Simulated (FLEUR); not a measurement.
Band structure of MgTl (Pm-3m, 2 atoms in the cell).

```
CELL_PARAMETERS angstrom
      3.63780     0.00000     0.00000
      0.00000     3.63780     0.00000
      0.00000     0.00000     3.63780
ATOMIC_POSITIONS crystal
  Mg 0.00000 0.00000 0.00000
  Tl 0.50000 0.50000 0.50000
```

Computed with PBEsol, all-electron FLAPW (FLEUR), scalar-relativistic valence.

Settings: Kmax = 3.8 1/bohr; GmaxXC = 11.4 1/bohr; xcFunctional = PBEs; jspins = 1; l_soc = F; mode = hist; fermiSmearingEnergy = 0.00999582 Htr; mesh (inpgen div1-3) = 7 7 7; inpgen gamma flag = false; Gmax = 11.4 1/bohr; numbands = 0; maxIterBroyd = 99; imix = Anderson; alpha = 0.05.

The starting cell comes from a database of computed structures (which also holds hypothetical and non-ambient phases and stackings), without a prior relaxation at this level. Spin-orbit coupling is off. Values depend on the basis (sphere radii, cutoffs, local orbitals), which need not be converged.

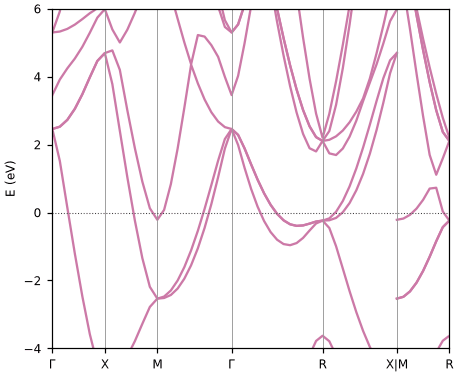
Figure: Bands along the path, energies from the Fermi level.

Levels in eV from the Fermi level, bands 8 to 15:
```csv
point,8,9,10,11,12,13,14,15
Γ,-11.31,-11.31,-9.55,2.46,2.46,2.46,3.46,5.30
X,-11.40,-11.30,-7.33,-4.84,4.69,4.69,5.99,6.07
M,-11.43,-11.12,-5.44,-2.53,-2.53,-0.21,7.26,8.19
R,-11.11,-11.11,-3.63,-0.24,-0.24,-0.24,2.11,2.11
```
